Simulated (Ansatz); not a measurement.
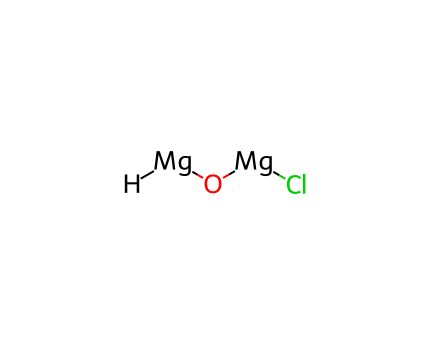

2D structure.

Give its SMILES.

Answer. [MgH][O][Mg][Cl]

Give the formula, hydrogens included.

Answer. ClHMg2O.

An optimisation with PBE0-D4/def2-TZVP gave a structure of which point group?

Answer. C∞v. Other conformers may differ.

More results for the same structure follow; atom numbers are the same in all pictures, views and colours differ. The computed structure is the end point of a PBE0-D4/def2-TZVP optimisation. No frequency run is at hand to confirm it as a minimum.

Geometry

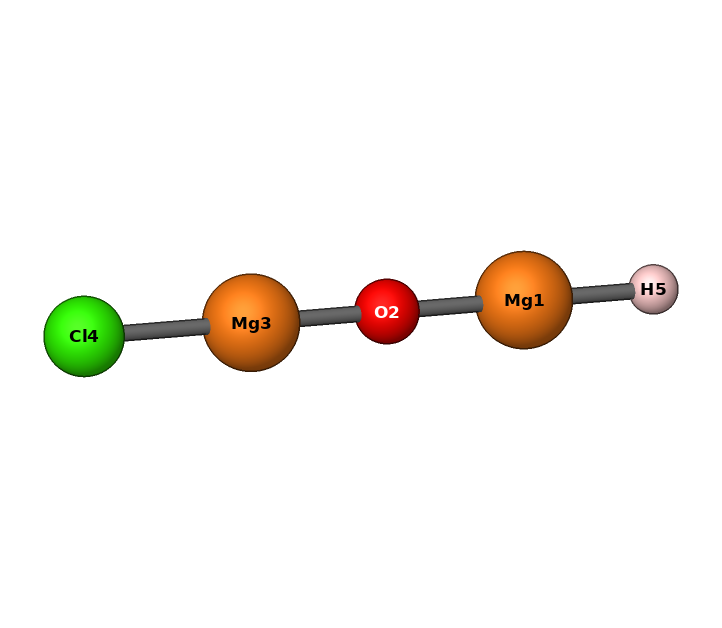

The atoms are numbered. No frequency run is at hand to confirm it as a minimum.

Give the bond lengths.

```tsv
bond	length (Å)
Mg1–O2	1.794
Mg1–H5	1.697
O2–Mg3	1.779
Mg3–Cl4	2.186
```

Electronic properties

No frequency run is at hand to confirm it as a minimum. Level of theory: RKS PBE0-D4/def2-TZVPP (Ansatz 0.2.0).

Computed properties:

- HOMO energy (Kohn–Sham orbital): −7.73 eV
- LUMO energy (Kohn–Sham orbital): −1.44 eV
- HOMO–LUMO gap: 6.29 eV

Charges

The questions are on Mulliken charges. No frequency run is at hand to confirm it as a minimum. Method: RKS PBE0-D4/def2-TZVP (Ansatz 0.2.0).

Give the Mulliken charges atom by atom.

```tsv
atom	value (e)
Mg1	0.62
O2	−0.92
Mg3	0.91
Cl4	−0.47
H5	−0.15
```

Dipole moment

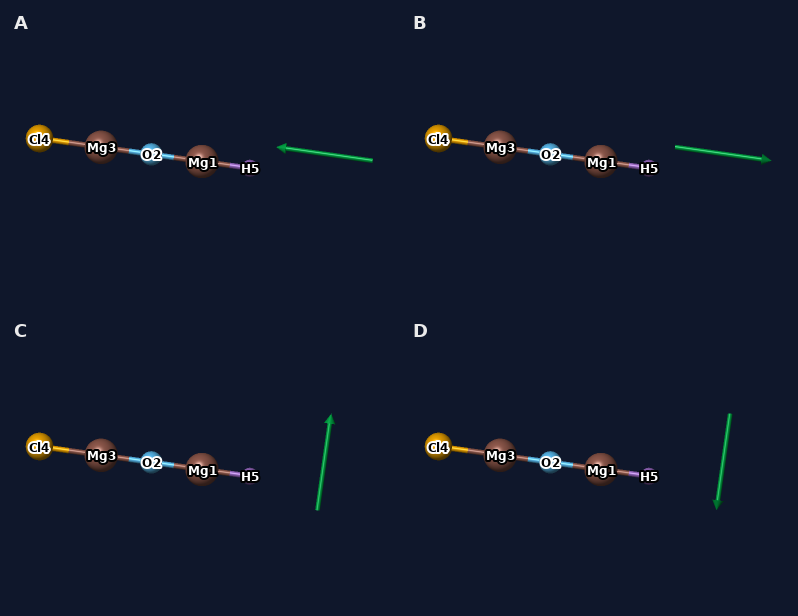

The same molecule four times, each with an arrow. No frequency run is at hand to confirm it as a minimum. Properties computed with RKS PBE0-D4/def2-TZVP (Ansatz 0.2.0).

Which arrow points along the dipole moment, from the negative to the positive end?

Answer. B. The dipole moment is 1.68 D; it points from the side of Cl4 to the side of H5 (the outermost atoms at the two ends).

Mulliken values depend strongly on the basis set and can even reverse the polarity of a bond.
